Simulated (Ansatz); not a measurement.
# AlOs (Pm-3m): relaxing the cell for a phonon run

Aim: bring AlOs (Pm-3m) to small forces and stress, as phonons need.

Method: DFT PBEsol, scalar-relativistic, plane waves, PAW; PAW set soft_1, in Ansatz 0.2.0.

## Step 1: The starting structure

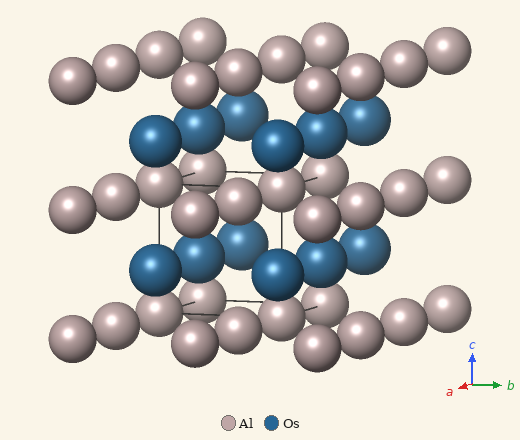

Start, viewed slightly off an axis; aluminium light grey, osmium blue. 3×2×2 cells are drawn. Some periodic images of atoms are drawn too.

## Step 2: Probe on a coarse mesh

A quick single point on a coarse mesh tells whether the cell has a gap and how far it is from rest, which sets the k mesh and smearing that follow.

File input.yaml:

```yaml
crystal:
  lattice:
    - [2.99791198, 0.0, 0.0]
    - [0.0, 2.99791198, 0.0]
    - [0.0, 0.0, 2.99791198]
  atoms:
    - { symbol: Al, position: [0.0, 0.0, 0.0] }
    - { symbol: Os, position: [0.5, 0.5, 0.5] }
kpoints:
  mp_grid: { grid: [6, 6, 6] }
hamiltonian:
  xc: pbesol
  pseudopotentials: { kind: paw, azcp: { folder: soft_1 }, xc_functional: pbe }
scf:
  occupations: { method: gaussian, width: 0.1 }
output:
  forces: true
  stress: true
  eigenvalues: true
```

Launch:

```console
> ansatz run input.yaml --threads 4 --pin off --max-ram 10240MiB --backend cpu --events-out ev --progress --plain --runs-dir out
```

Numbers of over 12 decimals in the logs are rounded to 6 here.

The program printed:

```text
Engine: ansatz 0.2.0, aarch64-unknown-linux-gnu
Pseudopotentials: kind: paw
Pseudopotential: Al, paw, valence charge 3, recommended cutoff 420 eV (normal), soft_1/Al.paw.azcp
Pseudopotential: Os, paw, valence charge 16, recommended cutoff 420 eV (normal), soft_1/Os.paw.azcp
Functional definition: PBEsol
  exchange = pbesol_x
  correlation = pbesol_c
Crystal: 2 atoms, lattice volume = 26.944 Å³
[...]
--- Band table (eV; the first three rows and the last of 20) ---
  k-point 0: bands = [... 6 lower, 13.2930, 17.9006, 17.9006, 17.9006, 23.0003, 23.0003, 23.0003, 28.9311]
  k-point 1: bands = [... 6 lower, 13.4928, 17.1360, 17.1360, 17.9831, 21.2423, 24.1371, 24.1371, 27.4306]
  k-point 2: bands = [... 6 lower, 13.9426, 16.0616, 16.0616, 18.1547, 19.8931, 25.2667, 26.2973, 26.2973]
  k-point 19: bands = [... 6 lower, 12.2213, 19.6057, 19.8131, 19.8131, 20.9620, 20.9620, 20.9620, 26.0787]
[key lines of the parts left out:]
SCF converged after 6 iterations
Free energy (F): -11777.622520 eV
Fermi energy:    17.484130 eV
P = ⅓ Tr σ = -1.5857 GPa (-15.857 kbar)
```

Run time: 0.94 s. Hardware: 4 threads of Arm Neoverse V1, shared host; peak memory 0.27 GiB.

This step gave:

| Item | Value |
| --- | --- |
| pressure | -1.586 GPa |
| volume per atom | 13.47 Å³ |
| gap on the k-mesh | 0 eV |

The coarse mesh shows no gap and a pressure of -1.6 GPa.

## Step 3: Relaxation

The cell and atoms are relaxed, since residual forces and stress would shift the frequencies.

input.yaml, the sections that differ from step 2:

```yaml
kpoints:
  mp_grid: { grid: [14, 14, 14] }
output:
  forces: true
  stress: true
  eigenvalues: true
  write_density: true
  write_potential: true
  elf: true
  volumetric_format: npy
relax:
  adjacent_minimum: "off"
  f_tol: 0.005
  max_steps: 80
  cell: { stress_tol: 0.05 }
# crystal, hamiltonian, scf: as in step 2
```

The program printed:

```text
[...]
Crystal: 2 atoms, lattice volume = 26.944 Å³
Basis set: ecut = 420 eV, 515 PW (Γ), exchange–correlation on 48×48×48 points (8 copies of the dense FFT grid, shifted against one another)
Bands: 14, of which v1, the nominal top of the filled ones, is band 10 counted from 1 (9 counted from 0)
Symmetry: 48 space group operations
[...]
k-points: 120 of 2744
[...]
SCF iter   1: F=—  HF=-11777.786403 eV  |F-HF|=—  |Δ(HF+E_count)|=         —  Δρ=4.79e-2  dr2=4.67e-1  ethr=3.10e-3  ⟨swp⟩=4.4  Hψ=7934  notcnv=0
[...]
SCF iter   6: F=-11777.588862 eV  HF=-11777.588862 eV  |F-HF|=3.04e-9  |Δ(HF+E_count)|=   2.19e-8  Δρ=3.50e-6  dr2=3.48e-9  ethr=4.04e-10  ⟨swp⟩=6.2  Hψ=9705  notcnv=0
the search or the solves at the SCF's close seem to have found levels that the self-consistency loop had missed (the run counts 1). By its estimate they hold under 1e-12 electrons; where the run keeps them, the occupations were computed again with them
SCF 1 converged in 6 iterations: F = -11777.588862 eV  dr2 = 3.48e-9
[...]
relax step   1: F+E_penalty+E_count = -11777.58886213 eV  Δ(F+E_penalty+E_count) = +0.000e0 eV  max|allowed force component| = 4.289e-30 eV/Å  Δτ_max = 0.0000 Å  P = -1.347 GPa  Ω = 26.944 Å³  (6 SCF iters, dr2 threshold 1.00e-7 eV, accepted)
Crystal: 2 atoms, lattice volume = 26.724 Å³
Basis set: ecut = 420 eV, 485 PW (Γ), exchange–correlation on 48×48×48 points (8 copies of the dense FFT grid, shifted against one another)
[...]
iter 1 solved again at ethr=1.77e-7 eV; its pass at ethr=3.10e-3 eV (dr2=3.36e-5 eV) is discarded
[...]
SCF iter   6: F=-11777.589402 eV  HF=-11777.589402 eV  |F-HF|=3.64e-12  |Δ(HF+E_count)|=  9.09e-12  Δρ=1.79e-8  dr2=5.20e-14  ethr=1.00e-12  ⟨swp⟩=3.1  Hψ=6113  notcnv=0
SCF 2 converged in 6 iterations: F = -11777.589402 eV  dr2 = 5.20e-14
relax step   2: F+E_penalty+E_count = -11777.58940162 eV  Δ(F+E_penalty+E_count) = -5.395e-4 eV  max|allowed force component| = 3.279e-30 eV/Å  Δτ_max = 0.0000 Å  P = +0.704 GPa  Ω = 26.724 Å³  energy of the carried Pulay correction = +8.749e-5 eV  (6 SCF iters, dr2 threshold 2.00e-7 eV, accepted)
Crystal: 2 atoms, lattice volume = 26.799 Å³
[...]
SCF iter   6: F=-11777.589535 eV  HF=-11777.589535 eV  |F-HF|=0.00e0  |Δ(HF+E_count)|=  9.09e-12  Δρ=7.14e-9  dr2=8.57e-15  ethr=1.00e-12  ⟨swp⟩=3.0  Hψ=5755  notcnv=0
SCF 3 converged in 6 iterations: F = -11777.589535 eV  dr2 = 8.57e-15
relax step   3: F+E_penalty+E_count = -11777.58953464 eV  Δ(F+E_penalty+E_count) = -1.330e-4 eV  max|allowed force component| = 5.128e-30 eV/Å  Δτ_max = 0.0000 Å  P = -0.006 GPa  Ω = 26.799 Å³  energy of the carried Pulay correction = +5.755e-5 eV  (6 SCF iters, dr2 threshold 2.00e-7 eV, accepted)
[...]
SCF iter   7: F=-11777.589472 eV  HF=-11777.589472 eV  |F-HF|=5.46e-12  |Δ(HF+E_count)|=  1.82e-12  Δρ=2.33e-10  dr2=1.06e-17  ethr=1.00e-12  ⟨swp⟩=2.0  Hψ=4321  notcnv=0
SCF 4 converged in 7 iterations: F = -11777.589472 eV  dr2 = 1.06e-17
relax step   4: F+E_penalty+E_count = -11777.58947167 eV  Δ(F+E_penalty+E_count) = +6.297e-5 eV  max|allowed force component| = 5.843e-30 eV/Å  Δτ_max = 0.0000 Å  P = -0.007 GPa  Ω = 26.799 Å³  stress off target by 7.10e-3 GPa  SCF on the basis re-selected at this cell (its energy is not comparable with the rows above)  (7 SCF iters)
basis re-selected at this cell: Δ(F+E_penalty+E_count) = +6.297e-5 eV, ΔP = -0.001 GPa vs the last step (what re-selecting the basis moved, of the pressure what is left beyond the Pulay correction that the steps carried, after the strain that the cell walked since its last selection, with what the two solves' SCF thresholds leave and, on support functions, any second-order correction that the steps lacked; it is no m [...]
SCF converged after 7 iterations
Free energy (F): -11777.589472 eV
[...]
Internal energy: -11777.583595 eV  (E = F + TS)
E sigma→0 (E₀):  -11777.586533 eV
Entropy (-TS):   -0.005877 eV (-2.939 meV/atom)
Fermi energy:    17.548298 eV
[...]
--- Stress (GPa, compression-positive) ---
       -0.007097      -0.000000      -0.000000
       -0.000000      -0.007097      -0.000000
       -0.000000      -0.000000      -0.007097
  P = ⅓ Tr σ = -0.0071 GPa (-0.071 kbar)
--- Band table (eV; the first three rows and the last of 120) ---
  k-point 0: bands = [... 6 lower, 13.3431, 17.9862, 17.9862, 17.9862, 23.1457, 23.1457, 23.1457, 29.0779]
  k-point 1: bands = [... 6 lower, 13.3853, 17.8126, 17.8126, 18.0025, 22.6903, 23.3882, 23.3882, 28.7318]
  k-point 2: bands = [... 6 lower, 13.4924, 17.3877, 17.3877, 18.0485, 21.7168, 24.0186, 24.0186, 27.8942]
  k-point 119: bands = [... 6 lower, 12.2902, 19.7699, 19.9007, 19.9007, 21.0790, 21.0790, 21.0790, 26.2433]
--- Relaxed structure (3 steps of the walk, 3 accepted, 1 SCFs on fresh bases) ---
  F+E_penalty+E_count = -11777.58947167 eV   max|allowed force component| = 5.843e-30 eV/Å   (the final SCF, on the basis selected at the relaxed cell)
  cell:  # Å, volume = 26.7988 Å³
    - [2.992528, 0, 0]
    - [0, 2.992528, 0]
    - [0, 0, 2.992528]
  atoms:
    - { symbol: Al, position: [0, 0, 0] }
    - { symbol: Os, position: [0.5, 0.5, 0.5] }
```

The job ended after 3.8 s (4 threads; peak memory 0.35 GiB; 13 s of CPU time).

Step by step:

| step | energy less that of the first step (eV) | largest force component (eV/Å) | pressure (GPa) | volume (Å³) |
| --- | --- | --- | --- | --- |
| 1 | 0.0000 | 0.0000 | -1.35 | 26.94 |
| 2 | -0.0005 | 0.0000 | 0.70 | 26.72 |
| 3 | -0.0007 | 0.0000 | -0.01 | 26.80 |
| 4* | -0.0006 | 0.0000 | -0.01 | 26.80 |

Relaxation steps marked * repeat the geometry before them on a plane-wave basis chosen anew for their cell, so energy and pressure can jump there.

Forces are held to the 48 operations that the run works with; a distortion that breaks them can't arise in this run.

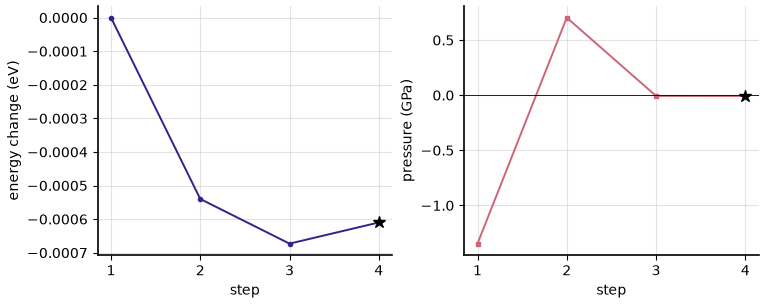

Energy and pressure along the relaxation. Stars mark steps on a basis chosen anew.

| conventional cell, symmetrised | before | after | change |
| --- | --- | --- | --- |
| a (Å) | 2.998 | 2.993 | -0.2 % |
| b (Å) | 2.998 | 2.993 | -0.2 % |
| c (Å) | 2.998 | 2.993 | -0.2 % |
| volume (Å³/atom) | 13.47 | 13.40 | -0.5 % |

The relaxed structure:

```xyz
2
Lattice="2.9925 0.0000 0.0000 0.0000 2.9925 0.0000 0.0000 0.0000 2.9925" Properties=species:S:1:pos:R:3 pbc="T T T"
Al    0.0000    0.0000    0.0000
Os    1.4963    1.4963    1.4963
```

This step gave:

```
pressure        : -0.007097 GPa
volume per atom : 13.40 Å³
```

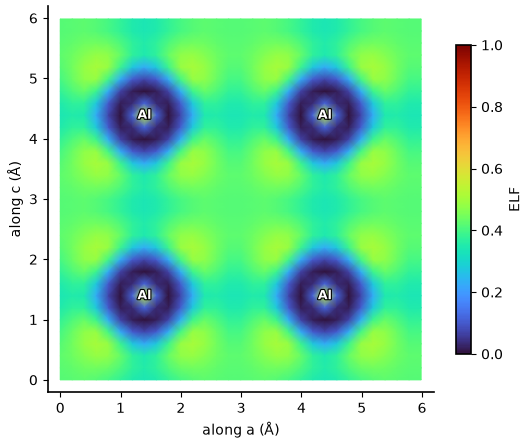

ELF in the ac plane at fractional y = 0.000, with atoms of Al within 0.2 Å of it. It is the smooth field of the valence electrons, not physical close to the nuclei. The map starts off the cell's origin, so that atoms lie inside it.

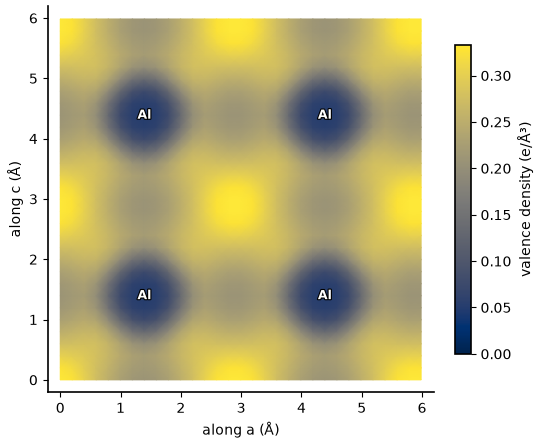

Valence density in the ac plane at fractional y = 0.000, with atoms of Al within 0.2 Å of it. It is the smooth field of the valence electrons, not physical close to the nuclei. The map starts off the cell's origin, so that atoms lie inside it.

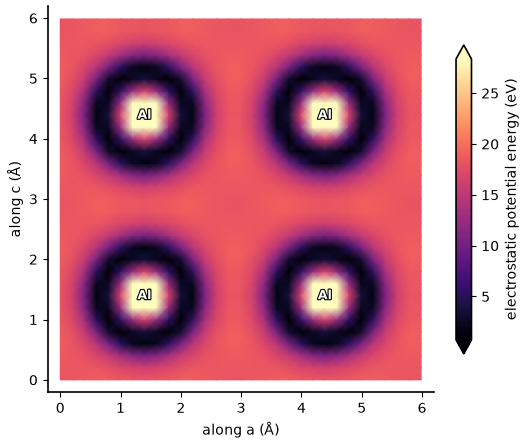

Electrostatic potential energy in the ac plane at fractional y = 0.000, with atoms of Al within 0.2 Å of it. With pseudopotentials it is smooth inside the atoms' cores, unlike the true potential. The map starts off the cell's origin, so that atoms lie inside it.

In this step the volume went from 13.47 to 13.40 Å³/atom.

## Step 4: Relaxing to small forces for the phonons

Phonons need a cell at rest on their own settings, so the relaxation is repeated with tight tolerances on forces and stress, using the mesh and the filling of the phonon run that follows.

File input.yaml:

```yaml
crystal:
  lattice:
    - [2.9925277319, 0.0, 0.0]
    - [0.0, 2.9925277319, 0.0]
    - [0.0, 0.0, 2.9925277319]
  atoms:
    - { symbol: Al, position: [0.0, 0.0, 0.0] }
    - { symbol: Os, position: [0.5, 0.5, 0.5] }
kpoints:
  mp_grid: { grid: [16, 16, 16] }
hamiltonian:
  xc: pbesol
  pseudopotentials: { kind: paw, azcp: { folder: soft_1 }, xc_functional: pbe }
scf:
  occupations: { method: methfessel_paxton, width: 0.2 }
output:
  forces: true
  stress: true
  eigenvalues: true
relax:
  adjacent_minimum: "off"
  f_tol: 0.001
  max_steps: 60
  cell: { stress_tol: 0.01 }
```

The program printed:

```text
[...]
Crystal: 2 atoms, lattice volume = 26.799 Å³
Basis set: ecut = 420 eV, 515 PW (Γ), exchange–correlation on 48×48×48 points (8 copies of the dense FFT grid, shifted against one another)
Bands: 14, of which v1, the nominal top of the filled ones, is band 10 counted from 1 (9 counted from 0)
[... 1 set-up line as in the run before ...]
[...]
k-points: 165 of 4096
[...]
k-point 164: bands = [... 6 lower, 12.2922, 19.7715, 19.8990, 19.8990, 21.0755, 21.0755, 21.0755, 26.2415]
--- Relaxed structure (2 steps of the walk, 2 accepted, 1 SCFs on fresh bases) ---
[...]
cell:  # Å, volume = 26.8014 Å³
    - [2.992625, 0, 0.0]
    - [0, 2.992625, 0.0]
    - [0.0, 0.0, 2.992625]
  atoms:
    - { symbol: Al, position: [0, 0, 0] }
    - { symbol: Os, position: [0.5, 0.5, 0.5] }
[key lines of the parts left out:]
SCF converged after 3 iterations
Free energy (F): -11777.580786 eV
Fermi energy:    17.567579 eV
P = ⅓ Tr σ = -0.0080 GPa (-0.080 kbar)
```

The job ended after 3.3 s (4 threads; peak memory 0.37 GiB; 12 s of CPU time).

Little changed from the start: no atom moved by 0.005 Å and no cell edge by 0.1 %.

This step gave:

```
pressure : -0.008011 GPa
```

The forces vanish by symmetry and the pressure is -0.008 GPa, within the tolerances set. The cell now holds 13.40 Å³/atom.

## Step 5: Outcome

| Quantity | Value |
| --- | --- |
| space group after relaxation (within 0.01 Å) | Pm-3m |
| lattice constant a | 2.993 Å |
| lattice constant b | 2.993 Å |
| lattice constant c | 2.993 Å |
| volume per atom | 13.4 Å³ |

**Reading.** The forces vanish by symmetry and the pressure is -0.008 GPa, within the tolerances set. The cell now holds 13.40 Å³/atom. The relaxation keeps the symmetry of its start, so it says nothing on stability against lower symmetry. The runs are without spin polarisation, although the cell has an odd electron count. Spin-orbit coupling is left out, which can matter for the heavy elements here. The PAW files were made for PBE and serve the other functionals too.

[Logs are printed without paths, hosts, clocks, repeated set-up lines and the standing remarks that a program may print on its own settings, such as how far it seeks lower states.]

[Hosts, paths, dates, database ids (printed as entryN), source tags and the programs' standing remarks are cut or masked in the printed files.]
